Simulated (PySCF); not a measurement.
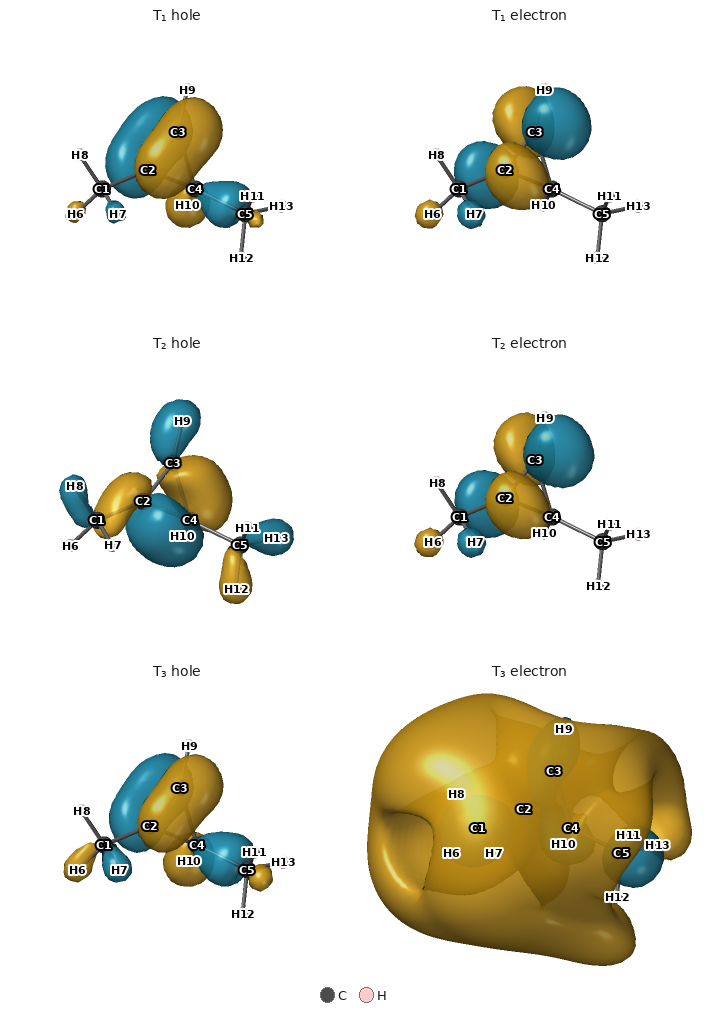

Figure 1: C5H8, SMILES `CC1=CC1C`. Leading natural transition orbitals (TDA triplet states).

Computed with PySCF, PBE0/def2-SVPD, geometry: GFN2-xTB. No frequency check shows the geometry to be a minimum.

Input

```python
import numpy as np
from pyscf import gto, scf, dft, tdscf
from pyscf.scf import atom_ks, atom_hf
from scipy.linalg import block_diag

def solve(mol, dm0=None, hcore=None):
    mf = (dft.UKS if mol.spin else dft.RKS)(mol, xc='pbe0')
    mf.grids.level = 3
    mf = mf.density_fit(auxbasis='def2-universal-jkfit')
    mf.conv_tol, mf.max_cycle = 1e-8, 80
    if hcore is not None:
        mf.get_hcore = lambda *args: hcore
    mf.kernel(dm0)
    if not mf.converged:
        mf = mf.newton().run(mf.mo_coeff, mf.mo_occ, max_cycle=30)
    assert mf.converged, 'SCF not converged'
    return mf

mol = gto.M(atom='''
C     -1.92091    -0.58237     0.04768
C     -0.68570     0.20312    -0.03132
C      0.01025     1.28063     0.18919
C      0.73878     0.16399    -0.50451
C      1.77973    -0.65696     0.22785
H     -2.24140    -0.87088    -0.95395
H     -1.74340    -1.49608     0.61582
H     -2.71526    -0.01274     0.52734
H      0.09687     2.26674     0.57336
H      0.94057     0.25488    -1.57155
H      1.54397    -0.70811     1.28898
H      1.81768    -1.67134    -0.16811
H      2.76806    -0.21301     0.11478
''', basis='def2-svpd', charge=0, spin=0, verbose=4)
mf = solve(mol)
td = mf.TDA()
td.nstates, td.singlet, td.conv_tol = 6, False, 1e-5
td.kernel()
td.analyze()
x, y = np.array([p[0] for p in td.xy]), np.array([p[1] + 0 * p[0] for p in td.xy])
f, mu = np.zeros(len(td.e)), np.zeros((len(td.e), 3))
nto = [td.get_nto(state=i + 1, verbose=4) for i in range(len(td.e))]
# spherically averaged free atoms, for the promolecule
atm = atom_ks.get_atm_nrks(mol, xc='pbe0')
pro = block_diag(*[(atm[a[0]][2] * atm[a[0]][3]) @ atm[a[0]][2].T for a in mol._atom])
np.savez('result.npz', e=td.e, f=f, ok=td.converged, w=[n[0] for n in nto], nto=[n[1] for n in nto], x=x, y=y, c=mf.mo_coeff, occ=mf.mo_occ, eps=mf.mo_energy, pro=pro, mu=mu)
```

Launched as:

```sh
OMP_NUM_THREADS=1 python input.py
```

The run took 15 min on 1 thread of Intel(R) Xeon(R) Processor @ 2.50GHz (Skylake/Cascade Lake), with other jobs on the host, peak memory 0.83 GiB.

### Describe these excited states.

By state:
- T₁: 4.13 eV (300 nm), spin-forbidden from the singlet ground state; the leading pair carries 100 %; hole on C3 (37 %), C2 (31 %) and C4 (9 %), electron on C3 (37 %), C2 (35 %) and H9 (7 %); their centroids lie 0.2 Å apart.
- T₂: 5.86 eV (212 nm), spin-forbidden from the singlet ground state; the leading pair carries 100 %; hole on C4 (36 %), C2 (19 %) and C3 (16 %), electron on C3 (35 %), C2 (33 %) and H9 (8 %); their centroids lie 0.8 Å apart.
- T₃: 6.42 eV (193 nm), spin-forbidden from the singlet ground state, diffuse (Rydberg-like) orbital; the leading pair carries 99 %; hole on C3 (33 %), C2 (26 %) and C4 (11 %), electron on H7 (14 %), H6 (12 %) and C1 (11 %) (atom shares of so diffuse an orbital are rough); their centroids lie 1.0 Å apart.
